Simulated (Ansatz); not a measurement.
```sh
ansatz run in.yaml --threads 2 --pin off --events-out ev --progress --plain --max-ram 4352MiB
```

```yaml
crystal:
  periodic: [false, false, false]
  atoms:
    - {symbol: F, position_ang: [1.913561, 0.884828, -2.494950]}
    - {symbol: Si, position_ang: [-0.033944, 0.165610, 0.511208]}
    - {symbol: Si, position_ang: [1.233467, 0.756241, -1.060275]}
    - {symbol: H, position_ang: [-0.050186, -0.355146, -1.079609]}
basis:
  gaussian: {orbitals: def2-TZVPP}
hamiltonian: {xc: pbe0, dispersion: d4}
output: {orbitals: {seedname: orbitals}}
```

Work out the structure from the coordinates.

It has 4 atoms: 1 fluorine, 1 hydrogen and 2 silicon (FHSi₂). All atoms lie on one plane.

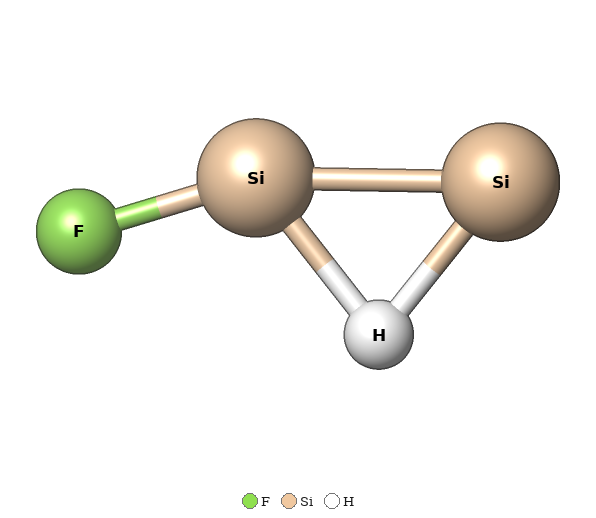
